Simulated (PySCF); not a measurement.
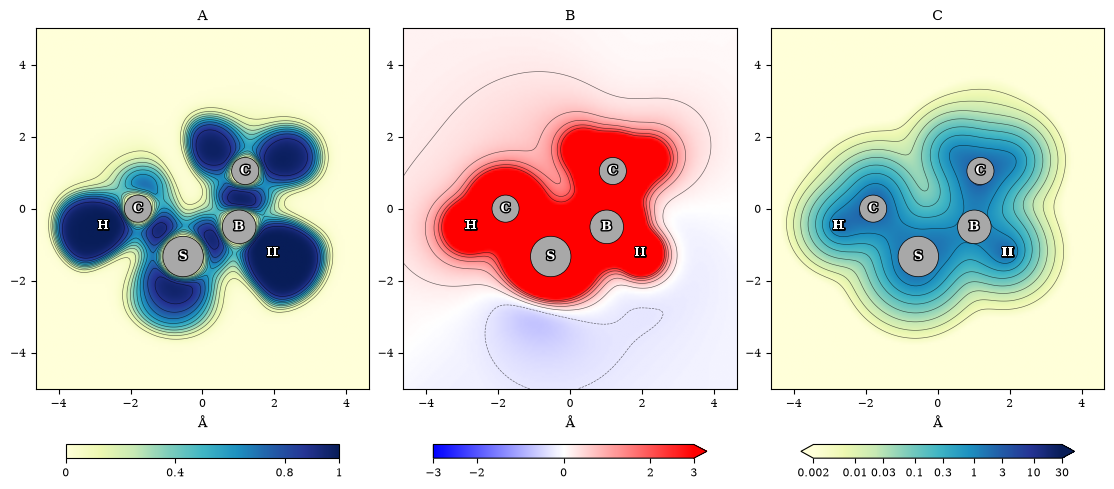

C$_{2}$H$_{9}$BGeS (SMILES CSB[CH2][GeH3]): 3 fields on the plane of atoms S2, B3 and H9, with unlabelled colour scales. Grey discs cover the atomic cores.

Geometry: GFN2-xTB.

Theory: CAM-B3LYP/def2-SVPD, SCF density, gas phase (PySCF 2.14.0).

| atom | x (Å) | y (Å) | z (Å) |
| --- | --- | --- | --- |
| C | 2.0165 | 0.2939 | -0.8641 |
| S | 1.9592 | -0.7649 | 0.6254 |
| B | 0.2762 | -1.2580 | 0.7866 |
| C | -0.8712 | -0.7772 | -0.1588 |
| Ge | -1.6595 | 0.9086 | 0.5275 |
| H | 1.8103 | -0.3065 | -1.7449 |
| H | 1.2957 | 1.1015 | -0.7706 |
| H | 3.0211 | 0.6983 | -0.9230 |
| H | 0.0634 | -1.9450 | 1.7097 |
| H | -1.6908 | -1.4982 | -0.1929 |
| H | -0.5624 | -0.5881 | -1.1888 |
| H | -2.2626 | 0.7395 | 1.8836 |
| H | -2.7419 | 1.3787 | -0.4005 |
| H | -0.6546 | 2.0172 | 0.6290 |

Q: Match the panels to the quantities (electron density, electron localisation function and electrostatic potential).

A: Panel A: electron localisation function. Panel B: electrostatic potential (strongly positive close to the atoms, with negative regions outside electron-rich atoms). Panel C: electron density. From the grid: C–B (1.56 Å): ρ at the midpoint is about 1.4 e/Å³; the ELF peaks at about 0.95 between the atoms: a shared electron pair. B–S (1.76 Å): the density is about 1.3 e/Å³ at the midpoint; the ELF peaks at about 0.95 between the atoms; localised, covalent bonding.
